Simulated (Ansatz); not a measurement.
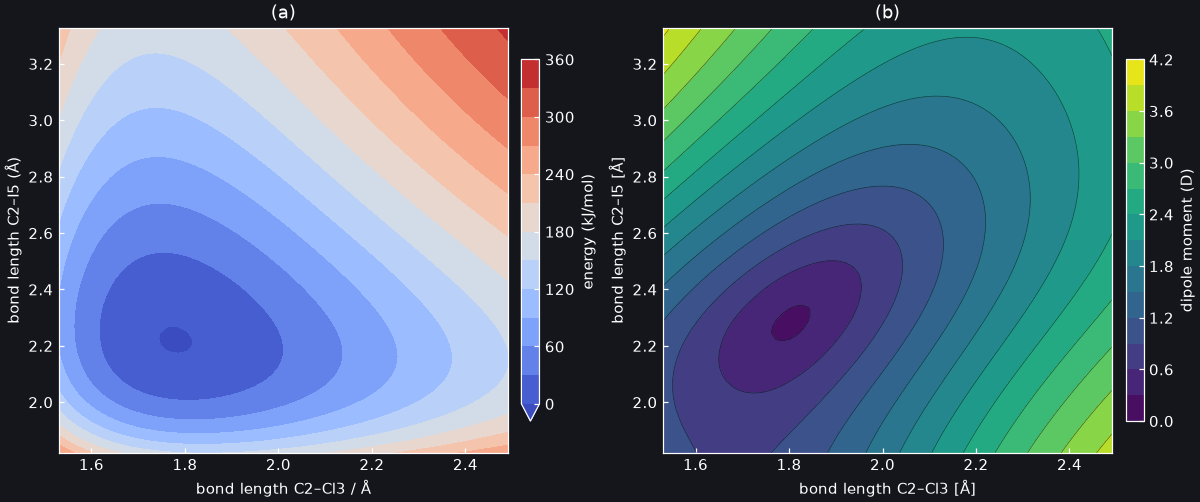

CCl₂FI, SMILES FC(Cl)(Cl)I. 
- First axis: bond length C2–Cl3. Second axis: bond length C2–I5.
- Nothing is relaxed (all other coordinates rigid).
- The scan uses a 15 × 15 grid.
- Energies: kJ/mol, counted from the lowest grid point.
- The reference is spin-restricted, which grows unreliable where a bond is stretched far.
- All numbers below come from Ansatz 0.2.0, RKS PBE-D4/def2-SVP.

Panel (a) is the energy; panel (b) is the computed dipole moment, in D.

In the figure: filled contours. Between grid points the surface is interpolated.

How does the dipole moment vary over the map, and what is it at the lowest grid point?

Answer. Leaving out the highest fifth of the energies, it runs from 0.27 D at bond length C2–Cl3 = 1.805 Å, bond length C2–I5 = 2.251 Å to 3.66 D at bond length C2–Cl3 = 1.599 Å, bond length C2–I5 = 3.329 Å. At the lowest grid point, bond length C2–Cl3 = 1.805 Å, bond length C2–I5 = 2.251 Å, it is 0.27 D.

```
bond length C2–I5 ↓, bond length C2–Cl3 →  1.530  1.599  1.667  1.736  1.805  1.873  1.942  2.011  2.079  2.148  2.216  2.285  2.354  2.422  2.491
                                    3.329   3.97   3.66   3.38   3.11   2.86   2.64   2.45   2.31   2.20   2.15   2.15   2.18   2.25   2.34   2.45
                                    3.222   3.74   3.44   3.16   2.89   2.65   2.44   2.26   2.12   2.04   2.00   2.02   2.08   2.17   2.27   2.40
                                    3.114   3.49   3.19   2.91   2.65   2.41   2.21   2.04   1.92   1.86   1.85   1.89   1.97   2.08   2.21   2.35
                                    3.006   3.22   2.92   2.65   2.39   2.16   1.96   1.81   1.71   1.67   1.69   1.76   1.87   2.01   2.15   2.31
                                    2.898   2.93   2.63   2.36   2.10   1.88   1.69   1.55   1.48   1.47   1.53   1.64   1.78   1.95   2.12   2.29
                                    2.790   2.62   2.32   2.05   1.80   1.58   1.40   1.29   1.25   1.29   1.39   1.54   1.72   1.91   2.11   2.30
                                    2.683   2.30   2.00   1.73   1.48   1.27   1.11   1.02   1.03   1.13   1.30   1.49   1.71   1.92   2.13   2.34
                                    2.575   1.97   1.68   1.40   1.15   0.94   0.80   0.77   0.86   1.04   1.26   1.50   1.74   1.98   2.20   2.42
                                    2.467   1.65   1.36   1.08   0.82   0.62   0.52   0.59   0.79   1.03   1.30   1.56   1.83   2.08   2.32   2.55
                                    2.359   1.36   1.07   0.79   0.53   0.34   0.35   0.57   0.84   1.12   1.41   1.69   1.96   2.23   2.47   2.71
                                    2.251   1.13   0.86   0.60   0.36   0.27   0.44   0.70   0.99   1.28   1.57   1.86   2.14   2.40   2.66   2.90
                                    2.144   1.00   0.76   0.55   0.42   0.46   0.65   0.90   1.18   1.46   1.76   2.04   2.33   2.60   2.85   3.10
                                    2.036   0.96   0.77   0.64   0.60   0.68   0.86   1.10   1.37   1.65   1.95   2.23   2.52   2.80   3.06   3.31
                                    1.928   0.98   0.84   0.76   0.76   0.86   1.04   1.27   1.55   1.83   2.13   2.42   2.71   3.00   3.26   3.52
                                    1.820   1.02   0.90   0.85   0.87   0.98   1.17   1.41   1.69   1.99   2.29   2.59   2.89   3.19   3.46   3.73
```
